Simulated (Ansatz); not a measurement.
**HCl (hydrogen chloride): levels of theory compared**

Wanted: a comparison of 6 runs (HF/STO-3G, HF/3-21G, HF/def2-SVP, B3LYP/6-31G*, CAM-B3LYP/def2-SVP, BCCD/pcseg-1) of HCl (hydrogen chloride). 

The results are computed with Ansatz 0.2.0.

8 further runs of the same task are left out: 1 for a known fault of the program, 1 that didn't finish, 6 set aside as unsound or not needed.

## 1. The molecule

The species is HCl (2 atoms), meant as a singlet with charge 0. SMILES: `Cl`. The shape is that of a PBE0-D4/def2-TZVP optimisation.

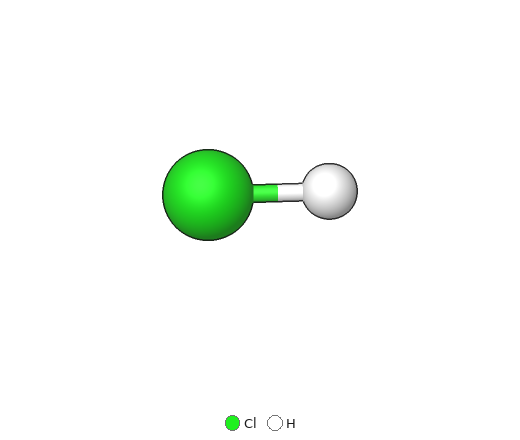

The structure, seen from a chosen angle (chlorine green, hydrogen white).

## 2. Energy and forces at HF/STO-3G (run 1)

File molecule.yaml:

```yaml
basis:
  gaussian:
    orbitals: STO-3G
crystal:
  periodic: [false, false, false]
  atoms:
    - {symbol: Cl, position_ang: [0.546000, -0.178500, 0.280800]}
    - {symbol: H, position_ang: [-0.546000, 0.178500, -0.280800]}
hamiltonian:
  xc: hf
accuracy: high
output: {forces: true, orbitals: {seedname: orbitals}}
```

The run is started by

```sh
$ ansatz run molecule.yaml --threads 1 --pin off --max-ram 2610MiB --events-out events.jsonl --progress --plain --runs-dir runs
```

Output:

```text
Warning: RAYON_NUM_THREADS=1 ignored (pool sized by the plan → 1); use --threads N
Functional definition: HF
  name "HF"
  exchange = exact_x
  correlation = 0
144 factors; integrals over basis functions are off by at most 3.0e-9 eV
mean field evaluation 1: about -12384.2409 eV, gradient 1.1e1 eV
mean field evaluation 2: about -12384.2438 eV, gradient 1.1e1 eV
mean field evaluation 4: about -12384.8564 eV, gradient 3.8e-2 eV
mean field evaluation 8: about -12384.8560 eV, gradient 9.2e-6 eV
mean field -12384.85597129 eV, -455.1350621879 hartree, gradient 3.0e-8 eV, S^2 0.000000; 0 other end points of the search recorded, 0 dependent functions left out
the calculation of the forces begins
reference -12384.85597129 eV, -455.1350621879 hartree; 9, 9 occupied and 1, 1 virtual orbitals, 144 factors
Total energy: -12384.85597129 eV, -455.1350621879 hartree
Atom 0 at     0.546000    -0.178500     0.280800 Å, force     1.312882    -0.429211     0.675196 eV/Å
Atom 1 at    -0.546000     0.178500    -0.280800 Å, force    -1.312882     0.429211    -0.675196 eV/Å
Dipole moment:    -0.308867     0.100976    -0.158846 e Å
```

It took 4.5 s on 1 thread of Intel Xeon Platinum 8259CL at 2.50GHz (Skylake/Cascade Lake), shared host.

## 3. Energy and gradient at HF/3-21G (run 2)

File input.yaml:

```yaml
crystal:
  periodic: [false, false, false]
  atoms:
    - {symbol: Cl, position_ang: [0.546000, -0.178500, 0.280800]}
    - {symbol: H, position_ang: [-0.546000, 0.178500, -0.280800]}
basis:
  gaussian: {orbitals: 3-21G.json}
hamiltonian: {xc: hf}
accuracy: high
output: {forces: true, orbitals: {seedname: orbitals}}
```

The basis set 3-21G is read from a file made from the Basis Set Exchange's data (not shown).

The run is started by

```sh
$ ansatz run input.yaml --threads 1 --pin off --max-ram 2610MiB --events-out events.jsonl --progress --plain --runs-dir runs
```

Output:

```text
Warning: RAYON_NUM_THREADS=1 ignored (pool sized by the plan → 1); use --threads N
[... 4 set-up lines as earlier in the session ...]
258 factors; integrals over basis functions are off by at most 3.1e-9 eV
mean field evaluation 1: about -12458.7891 eV, gradient 1.1e1 eV
mean field evaluation 2: about -12458.7885 eV, gradient 1.1e1 eV
mean field evaluation 4: about -12459.2581 eV, gradient 5.1e-1 eV
mean field evaluation 8: about -12459.2587 eV, gradient 3.2e-7 eV
mean field -12459.25868697 eV, -457.8693115574 hartree, gradient 5.6e-9 eV, S^2 0.000000; 0 other end points of the search recorded, 0 dependent functions left out
the calculation of the forces begins
reference -12459.25868697 eV, -457.8693115574 hartree; 9, 9 occupied and 6, 6 virtual orbitals, 258 factors
Total energy: -12459.25868697 eV, -457.8693115574 hartree
Atom 0 at     0.546000    -0.178500     0.280800 Å, force     0.383575    -0.125399     0.197267 eV/Å
Atom 1 at    -0.546000     0.178500    -0.280800 Å, force    -0.383575     0.125399    -0.197267 eV/Å
Dipole moment:    -0.329020     0.107564    -0.169210 e Å
```

Run time: 0.14 s. Hardware: 1 thread of Intel Xeon Platinum 8259CL at 2.50GHz (Skylake/Cascade Lake), shared host.

Runs 3 to 4 aren't shown in full; the table further down has their settings and results.

## 4. Energy and gradient at CAM-B3LYP/def2-SVP (run 5)

File in.yaml:

```yaml
crystal:
  periodic: [false, false, false]
  atoms:
    - {symbol: Cl, position_ang: [0.546000, -0.178500, 0.280800]}
    - {symbol: H, position_ang: [-0.546000, 0.178500, -0.280800]}
basis:
  gaussian:
    orbitals: def2-SVP
hamiltonian:
  xc: {name: CAM-B3LYP}
accuracy: high
output: {forces: true, orbitals: {seedname: orbitals}}
```

The run is started by

```sh
$ ansatz run in.yaml --threads 1 --pin off --max-ram 2610MiB --events-out events.jsonl --progress --plain --runs-dir runs
```

Output (excerpt; [...] marks lines left out):

```text
Warning: RAYON_NUM_THREADS=1 ignored (pool sized by the plan → 1); use --threads N
Functional definition: CAM-B3LYP
  name "CAM-B3LYP"
[...]
359 factors; integrals over basis functions are off by at most 4.0e-9 eV
118 factors; integrals over basis functions are off by at most 1.4e-9 eV
[...]
mean field -12535.34294311 eV, -460.6653563986 hartree, gradient 2.2e-8 eV, S^2 0.000000; 0 other end points of the search recorded, 0 dependent functions left out
[...]
reference -12535.34295250 eV, -460.6653567437 hartree; 9, 9 occupied and 14, 14 virtual orbitals, 359 factors
Total energy: -12535.34295250 eV, -460.6653567437 hartree
Atom 0 at     0.546000    -0.178500     0.280800 Å, force     0.205904    -0.067315     0.105894 eV/Å
Atom 1 at    -0.546000     0.178500    -0.280800 Å, force    -0.205904     0.067315    -0.105894 eV/Å
Dipole moment:    -0.237154     0.077531    -0.121965 e Å
```

Wall time 0.83 s (1 thread of Intel Xeon Platinum 8259CL at 2.50GHz (Skylake/Cascade Lake), shared host).

## 5. Energy and gradient at BCCD/pcseg-1 (density fitting with def2-universal-jkfit) (run 6)

File job.yaml:

```yaml
crystal:
  periodic: [false, false, false]
  atoms:
    - {symbol: Cl, position_ang: [0.546000, -0.178500, 0.280800]}
    - {symbol: H, position_ang: [-0.546000, 0.178500, -0.280800]}
basis:
  gaussian:
    orbitals: pcseg-1.json
    fitting: {mean_field: def2-universal-jkfit}
correlation:
  method: bccd
  electrons: outside_noble_gas
accuracy: high
output: {forces: true, orbitals: {seedname: orbitals}}
```

The basis set pcseg-1 is read from a file made from the Basis Set Exchange's data (not shown).

The run is started by

```sh
$ ansatz run job.yaml --threads 1 --pin off --max-ram 2610MiB --events-out events.jsonl --progress --plain --runs-dir runs
```

Output:

```text
Warning: RAYON_NUM_THREADS=1 ignored (pool sized by the plan → 1); use --threads N
[... 10 lines left out ...]
5 core orbitals not correlated: weight in the atoms' cores, before any rotation towards them, 1.000 or more for the frozen orbitals, at most 0.000 for the correlated occupied ones
[... 18 lines left out ...]
Total energy: -12522.97658714 eV, -460.2109011991 hartree
[... 2 lines left out ...]
Dipole moment:    -0.254630     0.083244    -0.130953 e Å
```

Wall time 0.3 s (1 thread of Intel Xeon Platinum 8259CL at 2.50GHz (Skylake/Cascade Lake), shared host).

## 6. All runs side by side

```tsv
run	level	frozen core orbitals	energy (Eh)	dipole moment (D)	HOMO energy (eV)	LUMO energy (eV)	wall time
1	HF/STO-3G	–	-455.135062	1.74	-11.51	10.92	4.5 s
2	HF/3-21G	–	-457.869312	1.85	-13.04	4.67	0.14 s
3	HF/def2-SVP	–	-459.938259	1.41	-12.65	4.41	4.5 s
4	B3LYP/6-31G* (spherical functions)	–	-460.792205	1.46	-9.02	0.38	4.9 s
5	CAM-B3LYP/def2-SVP	–	-460.665357	1.33	-10.38	2.01	0.83 s
6	BCCD/pcseg-1 (density fitting with def2-universal-jkfit)	5	-460.210901	1.43	-13.00	3.35	0.3 s
```

## 7. Summary of results

| quantity | value |
| --- | --- |
| run 6: total energy | -460.21090 Eh |
| run 6: dipole moment (correlated density) | 1.43 D |
| run 6: HOMO energy (Hartree–Fock orbitals) | -13.00 eV |
| run 6: LUMO energy (Hartree–Fock orbitals) | 3.35 eV |
| run 6: HOMO–LUMO gap (Hartree–Fock orbitals) | 16.35 eV |
| run 6: correlation energy (5 core orbitals frozen) | -158.2 mEh |
| run 6: largest force on an atom | 0.237 eV/Å |

What this shows: The dipole moment (its size) runs from 1.33 D (CAM-B3LYP/def2-SVP) to 1.85 D (HF/3-21G). The two ends differ in method and basis. Over runs 1, 2, 3, 4, 5 the HOMO–LUMO gap runs from 9.40 eV (B3LYP/6-31G*) to 22.43 eV (HF/STO-3G). Totals of different functionals can't be ranked against each other. In run 1 the basis is minimal, so the values are rough. All runs together took 15 s, the longest 4.9 s.
